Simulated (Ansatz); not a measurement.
**Convergence study of shifted k-point meshes for ZnSe (R3m, 2 atoms in the cell)**

```yaml
crystal:
  lattice:
    - [0.00000, 2.82083, 2.82083]
    - [2.82083, 0.00000, 2.82083]
    - [2.82083, 2.82083, 0.00000]
  atoms:
    - { symbol: Zn, position: [0.00512, 0.00512, 0.00512] }
    - { symbol: Se, position: [0.25000, 0.25000, 0.25000] }
```

Method of the run: LDA (PW92), default PAW files made with PBE (plane waves; Ansatz, an electronic-structure program).

Base settings: basis.ecutwfc = 420 eV; kpoints.mp_grid.grid = 8 8 8; hamiltonian.xc = lda; hamiltonian.pseudopotentials = {kind: paw} (the program's default PAW files); scf.occupations.method = fermi_dirac; scf.occupations.width = 0.01 eV.

In this ladder: kpoints.mp_grid.shift = 0.5 0.5 0.5.

Shifted meshes do not hold Γ, so a gap read on them misses any band edge there.

Only quantities that move along the ladder and can be compared are tabulated.

The count of work is k-points × plane waves × bands × iterations; it is no time. 

The starting cell has typed, rounded lattice constants, without a prior relaxation at this level. Its lattice was rescaled by up to half a per cent. One atom was moved a little off its site on purpose. Ansatz's pressure includes its estimate of the finite-basis (Pulay) stress.

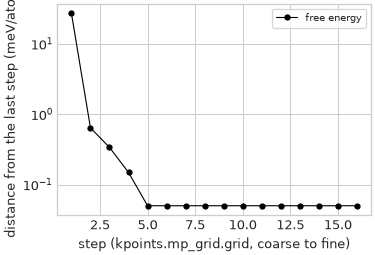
Figure. Distance from the last step along the ladder; very small values are drawn at a floor.

```tsv
kpoints.mp_grid.grid	free energy less the last step's (meV/atom)	pressure (GPa)	largest difference of a force vector from the last step's (eV/Å)	gap on the mesh (eV)	count of work / last
2 2 2	27.31	-2.15	0.517	3.042	0.0023
3 3 3	0.64	-2.49	0.105	2.653	0.0059
4 4 4	-0.34	-2.52	0.027	2.268	0.0099
5 5 5	-0.15	-2.53	0.007	1.988	0.019
6 6 6	-0.04	-2.53	0.001	1.790	0.028
7 7 7	-0.01	-2.53	0.000	1.647	0.043
8 8 8	0.00	-2.53	0.000	1.542	0.059
9 9 9	0.00	-2.53	0.000	1.461	0.084
10 10 10	0.00	-2.53	0.000	1.399	0.11
11 11 11	0.00	-2.53	0.000	1.350	0.14
12 12 12	0.00	-2.53	0.000	1.310	0.18
13 13 13	0.00	-2.53	0.000	1.278	0.23
14 14 14	0.00	-2.53	0.000	1.251	0.28
16 16 16	0.00	-2.53	0.000	1.210	0.40
18 18 18	0.00	-2.53	0.000	1.180	0.56
20 20 20	0.00	-2.53	0.000	1.158	0.76
22 22 22	0.00	-2.53	0.000	1.142	1.0
```

Coarsest kpoints.mp_grid.grid that holds the free energy within 5 meV/atom of the last step, with all finer ones: 3 3 3, at 0.0059 of the last step's count of work; the step before is off by 27 meV/atom.

Coarsest kpoints.mp_grid.grid that holds the forces within 0.01 eV/Å of the last step, with all finer ones: 5 5 5, at 0.019 of the last step's count of work; the step before is off by 0.027 eV/Å.

Keys are those of Ansatz 0.2.
